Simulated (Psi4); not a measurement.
# SnH3O (SMILES [OH][SnH2]) at UPBE0/def2-TZVP (Cholesky decomposition, core potential, cholesky tolerance 0.001, sweep point 6)

Aim: the vertical ionisation energy of SnH3O at UPBE0/def2-TZVP (Cholesky decomposition, core potential, cholesky tolerance 0.001, sweep point 6), from 2 runs. 

Program for the calculation: Psi4 1.11.

4 further runs of the same task are left out: 2 that didn't finish, 2 set aside as unsound or not needed.

## 1. The system as given

SnH3O has 5 atoms, charge 0, and is taken as a doublet. SMILES: `[OH][SnH2]`. The coordinates come from a PBE0-D4/def2-TZVP relaxation. This is one conformer, not always the lowest.

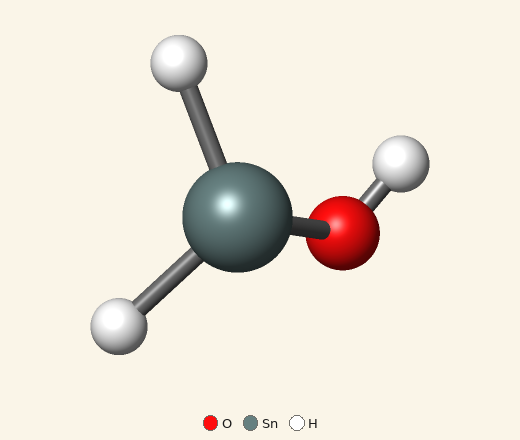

Viewed from a chosen angle; oxygen red, tin teal, hydrogen white.

## 2. A single-point energy at UPBE0/def2-TZVP (Cholesky decomposition, core potential, cholesky tolerance 0.001, sweep point 6)

job.inp

```
memory 1600 MB

molecule mol {
  0 2
  O      0.707400    -0.732900     0.861900
  Sn     0.104500     0.308800    -0.705500
  H      0.368600    -1.631300     0.873200
  H     -1.606800     0.061300    -0.845900
  H      0.476300     1.920400    -0.224900
  symmetry c1
}

set {
  basis def2-TZVP
  reference uks
  puream true
  scf_type cd
  dft_radial_points 99
  dft_spherical_points 590
  cholesky_tolerance 0.001
  maxiter 150
}

E, wfn = energy("pbe0", return_wfn=True)
```

On the command line:

```bash
psi4 job.inp job.out -n 1
```

job.out:

```text
[...]
    !!!  WARNING: ECP capability is in beta. Please check occupations closely.  !!!
[...]
  Running in c1 symmetry.
[...]
  Nuclear repulsion =   73.023538425356065
[...]
  Multiplicity = 2
[...]
  Nalpha       = 17
  Nbeta        = 16
[...]
    Number of basis functions: 99
[...]
 WARNING: Atomic UHF is not converging! Try casting from a smaller basis or call Rob at CCMST.
   -------------------------
[...]
   @UKS iter   1:  -290.91399809850742   -1.22591e+00   9.39052e-03 ADIIS/DIIS
[...]
   @UKS iter  10:  -291.24966519166992   -3.33888e-08   4.83170e-07 DIIS
[...]
   @S^2 Observed:                7.526990288E-01
[...]
    Orbital Energies [Eh]
    ---------------------
    Alpha Occupied:
       1A    -19.195930     2A     -5.151192     3A     -3.486075
       4A     -3.482425     5A     -3.480888     6A     -1.069346
       7A     -1.049777     8A     -1.048951     9A     -1.045774
      10A     -1.045085    11A     -0.976536    12A     -0.540040
      13A     -0.453596    14A     -0.361127    15A     -0.347419
      16A     -0.325131    17A     -0.226364
    Alpha Virtual:
      18A     -0.022958    19A      0.026807    20A      0.034837
      21A      0.080191    22A      0.097559    23A      0.100414
      24A      0.134990    25A      0.168761    26A      0.193932
[...]
  @UKS Final Energy:  -291.24966519166992
   => Energetics <=
    Nuclear Repulsion Energy =             73.0235384253560653
    One-Electron Energy =                -627.4860286923835702
    Two-Electron Energy =                 284.2976888365874402
    DFT Exchange-Correlation Energy =     -21.0848637612297978
    Empirical Dispersion Energy =           0.0000000000000000
    VV10 Nonlocal Energy =                  0.0000000000000000
    Total Energy =                       -291.2496651916699193
[...]
 Multipole Moments:
 ------------------------------------------------------------------------------------
     Multipole            Electronic (a.u.)      Nuclear  (a.u.)        Total (a.u.)
 ------------------------------------------------------------------------------------
 L = 1.  Multiply by 2.5417464519 to convert [e a0] to [Debye]
 Dipole X            :         -3.5495602            3.2399778           -0.3095824
 Dipole Y            :          8.8655202           -9.0966471           -0.2311270
 Dipole Z            :        -15.7609479           15.1996945           -0.5612534
 Magnitude           :                                                    0.6813709
[...]
```

Wall time 15 s (1 thread of Intel Xeon Platinum 8488C (Sapphire Rapids), shared host); peak memory 0.92 GiB.

## 3. The singlet cation, same level

calc.dat

```
memory 1.6 GB

molecule {
  1 1
  O      0.707400    -0.732900     0.861900
  Sn     0.104500     0.308800    -0.705500
  H      0.368600    -1.631300     0.873200
  H     -1.606800     0.061300    -0.845900
  H      0.476300     1.920400    -0.224900
  symmetry c1
}

set {
  basis def2-TZVP
  puream true
  scf_type cd
  dft_radial_points 99
  dft_spherical_points 590
  cholesky_tolerance 0.001
}

e_tot = energy('pbe0')
```

On the command line:

```bash
psi4 -n 1 calc.dat calc.out
```

calc.out:

```text
[...]
    !!!  WARNING: ECP capability is in beta. Please check occupations closely.  !!!
[...]
  Running in c1 symmetry.
[...]
  Nuclear repulsion =   73.023538425356065
[...]
  Multiplicity = 1
[...]
  Nalpha       = 16
  Nbeta        = 16
[...]
    Number of basis functions: 99
[...]
 WARNING: Atomic UHF is not converging! Try casting from a smaller basis or call Rob at CCMST.
   -------------------------
[...]
   @RKS iter   1:  -290.67217908362659   -9.84089e-01   8.65512e-03 DIIS/ADIIS
[...]
   @RKS iter  10:  -290.94108854099210   -8.95426e-09   4.84652e-07 DIIS
[...]
    Orbital Energies [Eh]
    ---------------------
    Doubly Occupied:
       1A    -19.446012     2A     -5.433553     3A     -3.773462
       4A     -3.762279     5A     -3.760585     6A     -1.342997
       7A     -1.333138     8A     -1.331848     9A     -1.325429
      10A     -1.321831    11A     -1.217001    12A     -0.779758
      13A     -0.687074    14A     -0.592485    15A     -0.573294
      16A     -0.555817
[...]
  @RKS Final Energy:  -290.94108854099210
   => Energetics <=
    Nuclear Repulsion Energy =             73.0235384253560653
    One-Electron Energy =                -618.7925904521715665
    Two-Electron Energy =                 275.6858904310961975
    DFT Exchange-Correlation Energy =     -20.8579269452727623
    Empirical Dispersion Energy =           0.0000000000000000
    VV10 Nonlocal Energy =                  0.0000000000000000
    Total Energy =                       -290.9410885409920979
[...]
 Multipole Moments:
 ------------------------------------------------------------------------------------
     Multipole            Electronic (a.u.)      Nuclear  (a.u.)        Total (a.u.)
 ------------------------------------------------------------------------------------
 L = 1.  Multiply by 2.5417464519 to convert [e a0] to [Debye]
 Dipole X            :         -3.5818565            3.2399778           -0.3418787
 Dipole Y            :          8.8870633           -9.0966471           -0.2095838
 Dipole Z            :        -16.0730318           15.1996945           -0.8733373
 Magnitude           :                                                    0.9610018
[...]
```

It took 12 s on 1 thread of Intel Xeon Platinum 8488C (Sapphire Rapids), shared host; peak memory 0.91 GiB.

## 4. What came out

Level: UPBE0/def2-TZVP (Cholesky decomposition, core potential, cholesky tolerance 0.001, sweep point 6).

| quantity | value |
| --- | --- |
| doublet SnH3O: total energy | -291.24967 Eh |
| doublet SnH3O: dipole moment | 1.73 D |
| doublet SnH3O: HOMO energy (highest over α and β) | -6.16 eV |
| doublet SnH3O: LUMO energy (lowest over α and β) | -3.15 eV |
| doublet SnH3O: ⟨S²⟩ | 0.753 |
| singlet cation: total energy | -290.94109 Eh |
| singlet cation: HOMO energy | -15.12 eV |
| singlet cation: LUMO energy | -10.58 eV |
| singlet cation: HOMO–LUMO gap | 4.54 eV |
| vertical ionisation energy (to the singlet cation) | 8.397 eV |

**Reading.** The vertical ionisation energy comes to 8.40 eV (194 kcal/mol). Only the singlet of the ionised species was computed; a triplet could lie lower.
